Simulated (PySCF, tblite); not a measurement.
# C6H10BClSi: geometry, infrared bands and NMR shifts

Wanted: the infrared bands and NMR shifts of C6H10BClSi (`Cl[C@@H]1[C@@H]2BC=C[C@H]1[SiH2]C2`), by calculation.

The runs use tblite 0.8.0 and PySCF 2.14.0, with density-fitted response routines of our own; the level of theory stands in each step. All values are computed, except where a source is named. Atoms count from 0, in the outputs and in this text.

### Step 1. The starting structure

19 atoms, charge 0, multiplicity 1; geometry from: force field or distance geometry start.

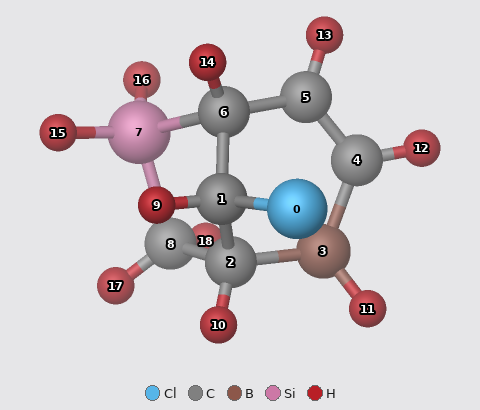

As it starts; chlorine blue, carbon grey, boron brown, silicon pink, hydrogen red, atoms numbered.

### Step 2. Geometry optimisation with GFN2-xTB

The job: settings as JSON, then the geometry in Å.

```
{"job": {"kind": "relax", "xc": "GFN2-xTB", "basis": "xTB"}, "charge": 0, "multiplicity": 1}
Cl     0.976700    -0.780200     2.500700
C     -0.225800    -0.245600     1.300600
C     -0.398200    -1.201900     0.168500
B      1.051800    -1.379900    -0.479400
C      1.949300    -0.106800    -0.374800
C      1.433100     1.064000    -0.012200
C      0.135600     1.127700     0.733600
Si    -1.329100     1.227600    -0.414500
C     -1.315200    -0.608600    -0.851000
H     -1.232800    -0.101200     1.788800
H     -0.824400    -2.148400     0.547800
H      1.515400    -2.461200    -0.324300
H      2.994500    -0.171600    -0.617200
H      1.961800     1.965300    -0.246100
H      0.125300     1.923700     1.506100
H     -2.545500     1.510200     0.374700
H     -1.132700     2.095000    -1.558900
H     -2.340500    -1.036300    -0.877800
H     -0.809100    -0.662400    -1.832200
```

On the command line:

```
$ OMP_NUM_THREADS=1 python probes_run.py task.json out
```

The driver reads the jobs from task.json and runs them one after another.

What it wrote:

```text
step      E/eV     max force
  0    -691.14024    2.454
  1    -691.39807    1.910
  2    -691.56259    1.186
  3    -691.71429    0.817
  4    -691.80292    0.638
  5    -691.83468    0.410
  6    -691.85933    0.342
  7    -691.87652    0.336
  8    -691.89110    0.333
  9    -691.90106    0.283
 10    -691.90941    0.299
 11    -691.91709    0.281
 12    -691.92501    0.295
 13    -691.93225    0.209
 14    -691.93806    0.232
 15    -691.94350    0.185
 16    -691.94960    0.280
 17    -691.95537    0.250
 18    -691.95990    0.204
 19    -691.96357    0.191
 20    -691.96727    0.174
 21    -691.97168    0.230
 22    -691.97695    0.227
 23    -691.98254    0.211
 24    -691.98772    0.173
 25    -691.99224    0.152
 26    -691.99632    0.145
 27    -691.99995    0.148
 28    -692.00287    0.140
 29    -692.00495    0.085
 30    -692.00647    0.082
 31    -692.00778    0.087
 32    -692.00931    0.097
 33    -692.01125    0.098
 34    -692.01348    0.098
 35    -692.01576    0.115
 36    -692.01806    0.117
 37    -692.02067    0.129
 38    -692.02401    0.132
 39    -692.02817    0.175
 40    -692.03234    0.180
 41    -692.03549    0.124
 42    -692.03762    0.102
 43    -692.03914    0.098
 44    -692.04053    0.117
 45    -692.04218    0.117
 46    -692.04384    0.126
 47    -692.04562    0.120
 48    -692.04707    0.087
 49    -692.04848    0.072
 50    -692.04931    0.079
 51    -692.05079    0.097
 52    -692.05193    0.080
 53    -692.05302    0.064
 54    -692.05371    0.049
 55    -692.05411    0.040
 56    -692.05435    0.041
 57    -692.05458    0.041
 58    -692.05485    0.035
 59    -692.05509    0.041
 60    -692.05525    0.029
 61    -692.05534    0.025
 62    -692.05540    0.020
 63    -692.05544    0.015
 64    -692.05547    0.013
 65    -692.05550    0.013
 66    -692.05553    0.015
 67    -692.05555    0.011
 68    -692.05556    0.005
```

Run time: 1.1 s. Hardware: 1 thread of Arm Neoverse N1, shared host; peak memory 0.18 GiB.

Along the way: (not every step is listed)

```
step  energy from step 0 (eV)  largest force (eV/Å)
   0                   0.0000                2.4540
   1                  -0.2578                1.9099
   2                  -0.4224                1.1858
   3                  -0.5741                0.8165
   4                  -0.6627                0.6376
   5                  -0.6944                0.4104
   6                  -0.7191                0.3415
   7                  -0.7363                0.3365
   8                  -0.7509                0.3333
  13                  -0.7920                0.2087
  18                  -0.8197                0.2035
  23                  -0.8423                0.2107
  28                  -0.8626                0.1401
  33                  -0.8710                0.0983
  38                  -0.8838                0.1322
  43                  -0.8989                0.0978
  48                  -0.9068                0.0866
  53                  -0.9128                0.0640
  58                  -0.9146                0.0351
  63                  -0.9152                0.0150
  64                  -0.9152                0.0135
  65                  -0.9153                0.0130
  66                  -0.9153                0.0153
  67                  -0.9153                0.0110
  68                  -0.9153                0.0052
```

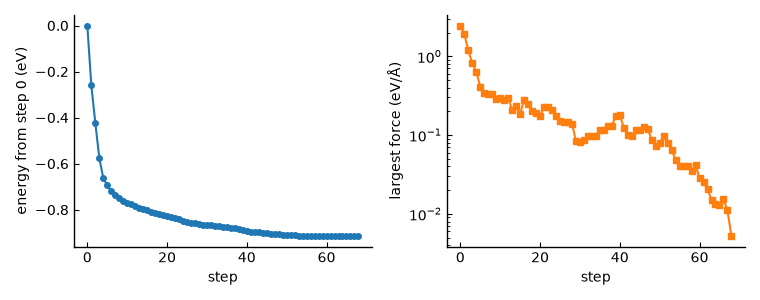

Energy and force, step by step.

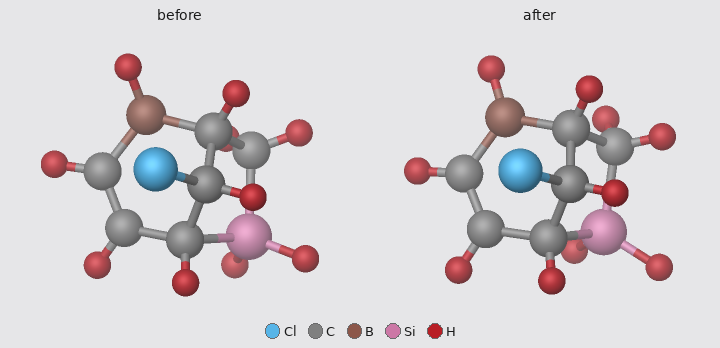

Before and after, at one scale.

Distances of close pairs at the start and the end, largest changes first:

```
  bond  before (Å)  after (Å)  change (Å)
C6–Si7       1.864      1.929      +0.066
 C2–C8       1.494      1.551      +0.057
 C1–H9       1.128      1.094      -0.034
 B3–C4       1.561      1.529      -0.032
 C1–C2       1.492      1.523      +0.031
C6–H14       1.109      1.089      -0.020
C8–H17       1.111      1.091      -0.020
 C5–C6       1.498      1.479      -0.019
```

The end geometry stands in the next job.

### Step 3. Harmonic vibrations with GFN2-xTB

The job: settings as JSON, then the geometry in Å.

```
{"job": {"kind": "ir", "xc": "GFN2-xTB", "basis": "xTB"}, "charge": 0, "multiplicity": 1}
Cl     0.897659    -0.756532     2.657865
C     -0.284824    -0.249723     1.403506
C     -0.320546    -1.250495     0.255682
B      1.088919    -1.298781    -0.483576
C      1.925877    -0.022049    -0.403520
C      1.426413     1.076475     0.191456
C      0.084532     1.099883     0.812093
Si    -1.209059     1.198864    -0.615988
C     -1.370478    -0.691769    -0.740480
H     -1.244747    -0.194666     1.925891
H     -0.649480    -2.227012     0.623310
H      1.409078    -2.235122    -1.109936
H      2.918661     0.047808    -0.831599
H      1.976402     2.010408     0.210135
H      0.009589     1.897735     1.549773
H     -2.436113     1.840852    -0.135030
H     -0.664511     1.867392    -1.795601
H     -2.369204    -1.015232    -0.442190
H     -1.197969    -1.088783    -1.739366
```

What it wrote:

```text
mode    cm-1     km/mol
  1     110.7      0.52
  2     125.5      0.29
  3     172.0      0.80
  4     197.9      0.75
  5     251.4      0.74
  6     304.4      2.63
  7     363.0      1.19
  8     420.6      6.74
  9     467.3     35.68
 10     509.5      3.39
 11     528.3      1.79
 12     551.8      2.76
 13     639.7    141.75
 14     651.4      9.52
 15     709.2     96.73
 16     729.8     36.68
 17     754.8     88.36
 18     764.7    262.68
 19     802.2     93.69
 20     816.8      4.64
 21     834.3     22.96
 22     858.1     14.13
 23     911.7     18.93
 24     924.8      6.70
 25     952.6      0.32
 26    1006.2     18.61
 27    1027.2     15.14
 28    1071.2     10.43
 29    1092.6     63.00
 30    1124.7     11.82
 31    1157.4      9.56
 32    1173.0     15.58
 33    1212.0     35.13
 34    1221.4     42.89
 35    1243.0     10.40
 36    1267.5     15.42
 37    1304.7      4.94
 38    1311.3      9.30
 39    1368.9     19.13
 40    1473.1      3.00
 41    1594.7    110.39
 42    2251.1    324.09
 43    2293.3    288.15
 44    2638.1    164.00
 45    2911.9     25.19
 46    2941.1     40.08
 47    2966.0     37.72
 48    2985.2     24.48
 49    3004.7     18.19
 50    3025.7     35.78
 51    3047.3     82.22
```

Run time: 1.6 s. Hardware: 1 thread of Arm Neoverse N1, shared host; peak memory 0.18 GiB.

The strongest bands and the atoms that carry them (share of the mass-weighted mode):

```
cm⁻¹  km/mol                                 atoms
 640   141.8                    H16 44 %, H15 42 %
 709    96.7  C1 30 %, Si7 13 %, C6 12 %, H11 11 %
 765   262.7                    H15 44 %, H16 40 %
 802    93.7                      C1 30 %, C8 20 %
1595   110.4                      C5 50 %, C4 43 %
2251   324.1                              H15 96 %
2293   288.1                              H16 96 %
2638   164.0                              H11 92 %
```

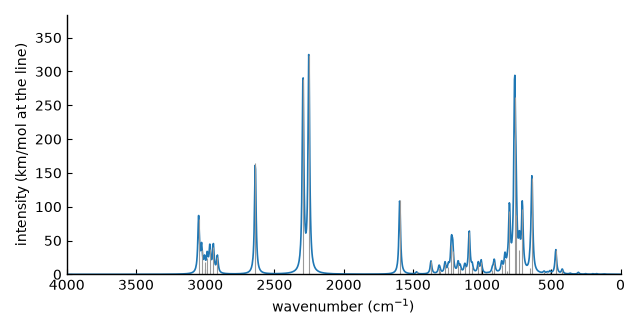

The infrared spectrum from these modes, unscaled. Lines are broadened to a width of 14 cm⁻¹ (Lorentzian).

### Step 4. Shielding tensors: PBE0/pcSseg-1

Same as in step 3 but for these lines:

```diff
@@ -1,2 +1,2 @@
-{"job": {"kind": "ir", "xc": "GFN2-xTB", "basis": "xTB"}, "charge": 0, "multiplicity": 1}
+{"job": {"kind": "nmr", "xc": "PBE0", "basis": "pcSseg-1"}, "charge": 0, "multiplicity": 1}
 Cl     0.897659    -0.756532     2.657865
```

Level: GIAO PBE0/pcSseg-1 NMR shielding, non-relativistic, gas phase.

What it wrote:

```text
coarse grid: 17056 points
cycle   1  E = -1008.4168621237  dE =  1.235e+00  |g| = 4.735e-01  |ddm| = 4.091e+00
cycle   2  E = -1008.3845843381  dE =  3.228e-02  |g| = 5.954e-01  |ddm| = 1.133e+00
cycle   3  E = -1008.4779204667  dE = -9.334e-02  |g| = 9.668e-02  |ddm| = 7.035e-01
cycle   4  E = -1008.4798535553  dE = -1.933e-03  |g| = 4.980e-02  |ddm| = 1.359e-01
cycle   5  E = -1008.4804797165  dE = -6.262e-04  |g| = 9.188e-03  |ddm| = 5.376e-02
cycle   6  E = -1008.4804993558  dE = -1.964e-05  |g| = 3.066e-03  |ddm| = 1.710e-02
cycle   7  E = -1008.4805014153  dE = -2.059e-06  |g| = 8.470e-04  |ddm| = 4.566e-03
final grid: 155848 points
cycle   8  E = -1008.5306802324  dE = -4.794e-05  |g| = 8.270e-03  |ddm| = 4.149e-02
cycle   9  E = -1008.5306662652  dE =  1.397e-05  |g| = 1.096e-02  |ddm| = 2.116e-02
cycle  10  E = -1008.5306971136  dE = -3.085e-05  |g| = 1.341e-03  |ddm| = 1.350e-02
cycle  11  E = -1008.5306974619  dE = -3.483e-07  |g| = 4.969e-04  |ddm| = 2.023e-03
cycle  12  E = -1008.5306975259  dE = -6.400e-08  |g| = 1.007e-04  |ddm| = 5.672e-04
cycle  13  E = -1008.5306975280  dE = -2.061e-09  |g| = 4.680e-05  |ddm| = 1.536e-04
cycle  14  E = -1008.5306975285  dE = -5.584e-10  |g| = 8.143e-06  |ddm| = 5.128e-05
converged SCF energy = -1008.5306975285

GIAO shielding tensors (ppm)
atom      isotropic    diamagn.    paramagn.     s11        s22        s33       span
  0 Cl     814.285    1146.594    -332.309    637.207    729.954   1075.694    438.487
  1 C      111.969     246.272    -134.303     81.330    107.735    146.843     65.513
  2 C      144.931     248.824    -103.893    117.398    144.249    173.147     55.749
  3 B       35.988     190.448    -154.460    -17.648     -2.014    127.625    145.272
  4 C       50.102     253.589    -203.487    -72.542     37.268    185.579    258.121
  5 C       12.795     252.247    -239.452   -115.541     -2.078    156.004    271.545
  6 C      144.648     253.943    -109.295    125.237    141.904    166.803     41.567
  7 Si     384.354     879.080    -494.726    348.768    386.224    418.070     69.302
  8 C      191.219     250.826     -59.607    173.805    184.411    215.441     41.636
  9 H       27.596      31.543      -3.947     22.271     29.370     31.146      8.875
 10 H       28.713      31.354      -2.640     23.536     28.089     34.516     10.980
 11 H       25.116      29.819      -4.703     21.572     26.533     27.242      5.670
 12 H       24.726      29.596      -4.870     22.847     24.435     26.895      4.048
 13 H       24.031      30.269      -6.238     21.649     23.365     27.079      5.430
 14 H       28.960      31.854      -2.894     25.822     26.749     34.310      8.488
 15 H       27.302      29.037      -1.735     23.922     24.541     33.442      9.520
 16 H       27.910      28.389      -0.479     24.168     25.249     34.312     10.144
 17 H       30.488      29.854       0.634     25.167     27.778     38.519     13.351
 18 H       31.236      29.641       1.595     25.845     27.512     40.353     14.508
```

Run time: 86 s. Hardware: 1 thread of Arm Neoverse N1, shared host; peak memory 0.98 GiB.

The references, computed at this level on geometries of the same kind, shield at (ppm): 1H TMS 31.72, 13C TMS 186.9, 29Si TMS 349.2, 11B BF3·OEt2 100.1, 35Cl HCl 950. Their shielding less the atom's gives the shift. The references are single molecules in the gas phase.

```
atoms                                                environment  σ (ppm)  δ (ppm)  δ scaled to CDCl3
   C5                                                  alkene CH     12.8    174.1              168.0
   C4                                                  alkene CH     50.1    136.8              131.6
   C1                                        sp3 CH bonded to Cl    112.0     75.0               71.2
   C6                                allylic sp3 CH bonded to Si    144.6     42.3               39.3
   C2                                         sp3 CH bonded to B    144.9     42.0               39.1
   C8                                       sp3 CH2 bonded to Si    191.2     -4.3               -6.1
  H13                                   hydrogen on an alkene CH    24.03     7.69               7.35
  H12                                   hydrogen on an alkene CH    24.73     6.99               6.70
  H11    hydrogen on a boron bonded to 2 C, in a 6-membered ring    25.12     6.60                  –
  H15  hydrogen on a silicon bonded to 2 C, in a 5-membered ring    27.30     4.42                  –
   H9                         hydrogen on an sp3 CH bonded to Cl    27.60     4.12               3.99
  H16  hydrogen on a silicon bonded to 2 C, in a 5-membered ring    27.91     3.81                  –
  H10                          hydrogen on an sp3 CH bonded to B    28.71     3.00               2.94
  H14                 hydrogen on an allylic sp3 CH bonded to Si    28.96     2.76               2.70
  H17                        hydrogen on an sp3 CH2 bonded to Si    30.49     1.23               1.26
  H18                        hydrogen on an sp3 CH2 bonded to Si    31.24     0.48               0.56
  Cl0                                       chlorine bonded to C      814      135                  –
   B3               boron bonded to 2 C, H, in a 6-membered ring     36.0     64.1                  –
  Si7           silicon bonded to 2 C, 2 H, in a 5-membered ring    384.4    -35.2                  –
```

The scaled column applies a straight-line fit of computed shieldings to shifts measured in CDCl3, with any fitted terms for Cl, Br or S neighbours (root-mean-square error 0.16 ppm for H, 1.9 ppm for C).

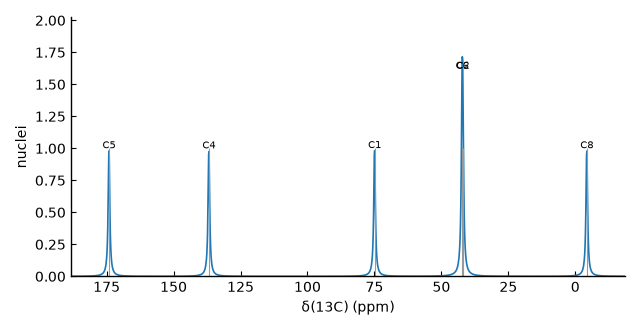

13C lines at the computed shifts, without couplings. Lines are broadened to a width of 0.71 ppm (Lorentzian).

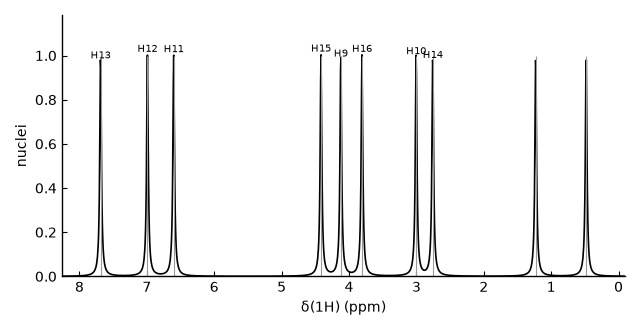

1H lines at the computed shifts, without couplings. Lines are broadened to a width of 0.03 ppm (Lorentzian).

Charges from the same density, by scheme (e):

```
atoms  Mulliken    IAO  Hirshfeld  ESP fit
  Cl0     -0.11  -0.13      -0.08    -0.14
   C1     -0.17  -0.08       0.01    -0.23
   C2     -0.37  -0.24      -0.10    -0.05
   B3      0.40   0.12       0.13     0.35
   C4     -0.31  -0.31      -0.14    -0.36
   C5     -0.02  -0.05       0.00     0.01
   C6     -0.45  -0.38      -0.12    -0.24
  Si7      0.66   0.75       0.35     0.43
   C8     -0.47  -0.53      -0.15    -0.33
```

ESP fit charges:

Cl0 -0.14; C1 -0.23; C2 -0.05; B3 0.35; C4 -0.36; C5 0.01; C6 -0.24; Si7 0.43; C8 -0.33; H9 0.19; H10 0.06; H11 -0.13; H12 0.13; H13 0.12; H14 0.15; H15 -0.10; H16 -0.09; H17 0.12; H18 0.10

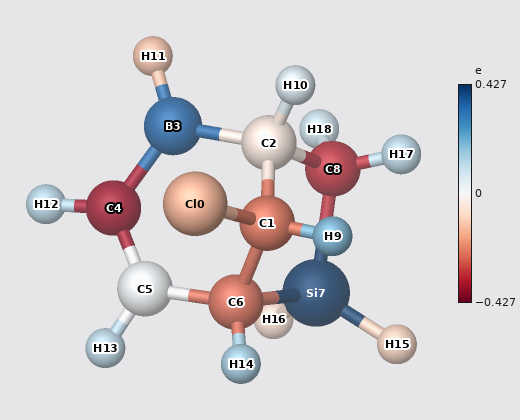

ESP fit charges, as colours on the atoms.

Mayer bond orders: Cl0–C1 1.02, C1–C2 0.96, C2–B3 0.91, B3–C4 1.06, C4–C5 1.76, C5–C6 1.04, C6–Si7 0.81, Si7–C8 0.93, C6–C1 0.98, C8–C2 0.98.

Ring of atoms C1, C2, B3, C4, C5, C6: NICS(0) 1.3, NICS(1) -3.1, NICS(1)zz -3.8 ppm (means of both faces).

The two faces differ (NICS(1)zz -6.5 and -1.0 ppm).

Ring of atoms C1, C2, C6, Si7, C8: NICS(0) -5.7, NICS(1) -3.4, NICS(1)zz -3.7 ppm (means of both faces; NICS(1) differs between them: -4.8 and -2.1).

### Step 5. Summary of results

| quantity | value |
| --- | --- |
| strongest single infrared mode (GFN2-xTB) | 2251 cm⁻¹, 324 km/mol |
| zero-point energy (GFN2-xTB) | 88.7 kcal/mol |
| 13C shifts against TMS (PBE0/pcSseg-1) | 174.1, 136.8, 75.0, 42.3, 42.0, -4.3 ppm |
| 1H shifts against TMS (PBE0/pcSseg-1) | 7.69, 6.99, 6.60, 4.42, 4.12, 3.81, 3.00, 2.76, 1.23, 0.48 ppm |
| 35Cl shifts against HCl (PBE0/pcSseg-1) | 135 ppm |
| 11B shifts against BF3·OEt2 (PBE0/pcSseg-1) | 64.1 ppm |
| 29Si shifts against TMS (PBE0/pcSseg-1) | -35.2 ppm |

Relaxing lowered the energy by 0.915 eV in 68 steps; the close pair that moved most is C6–Si7, from 1.864 to 1.929 Å. No mode is imaginary among the 51: a minimum at this level. The strongest single mode, at 2251 cm⁻¹, moves mainly H15. GFN2-xTB is a fitted tight-binding method: band positions and strengths are rough. Its intensities can rank the bands wrongly. At PBE0/pcSseg-1: The largest span, 438 ppm, is at Cl0, where the paramagnetic term is -332 ppm.
